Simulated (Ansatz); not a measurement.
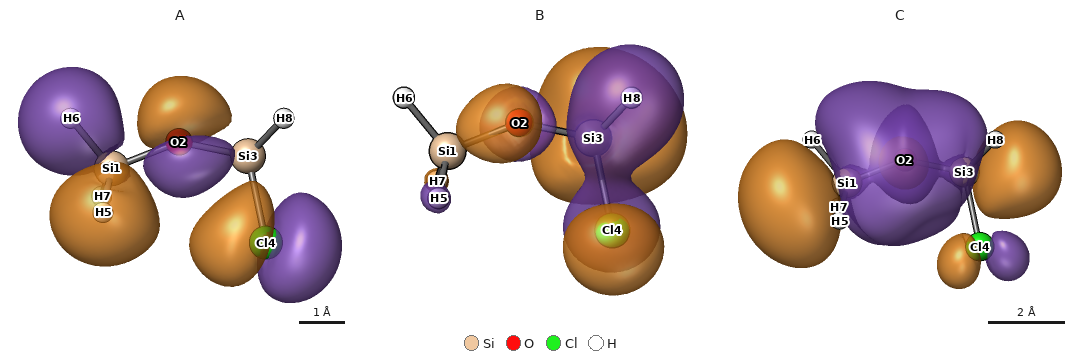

Figure. ClH₄OSi₂ (SMILES [SiH3]O[SiH]Cl) (doublet). Three frontier orbitals at ±0.06 Å⁻³ᐟ² (orange and purple are the two phases), in no order.

Geometry: PBE0-D4/def2-TZVP.

Theory: UKS PBE0-D4/def2-TZVPP (Ansatz).

Input file:

```
crystal:
  periodic: [false, false, false]
  atoms:
    - {symbol: Si, position_ang: [-0.834765, 0.791686, 0.657810]}
    - {symbol: O, position_ang: [0.598831, 0.278318, 0.028208]}
    - {symbol: Si, position_ang: [1.289019, -0.613242, -1.141520]}
    - {symbol: Cl, position_ang: [0.162518, -2.305069, -1.493389]}
    - {symbol: H, position_ang: [-1.500847, -0.329980, 1.363308]}
    - {symbol: H, position_ang: [-0.533625, 1.886461, 1.609508]}
    - {symbol: H, position_ang: [-1.714046, 1.291442, -0.429171]}
    - {symbol: H, position_ang: [2.624915, -1.056716, -0.650454]}
basis:
  gaussian: {orbitals: def2-TZVPP}
magnetization: {spin_polarized: true, initial_magnetization: 1}
hamiltonian: {xc: pbe0, dispersion: d4}
output: {orbitals: {seedname: orbitals}}
```

Launched as:

```sh
ansatz run in.yaml --threads 4 --pin off --events-out ev --progress --plain --max-ram 10444MiB
```

Order the three orbitals by energy and name them. All are α orbitals.

A is the HOMO−1 (α) (−9.29 eV). It lies mainly on Cl4 (about 25 %), O2 (about 25 %), Si1 (about 20 %), H6 (about 15 %) and H5 (about 15 %). B is the HOMO (α) (−6.34 eV). By Hirshfeld shares it lies mainly on Si3 (about 65 %), Cl4 (about 15 %), H8 (about 10 %) and O2 (about 10 %). C is the LUMO (α) (−0.21 eV). It lies mainly on Si1 (about 40 %), Si3 (about 30 %) and O2 (about 10 %).

What is the gap between the highest occupied and lowest empty α orbitals?

6.13 eV between the orbital energies.
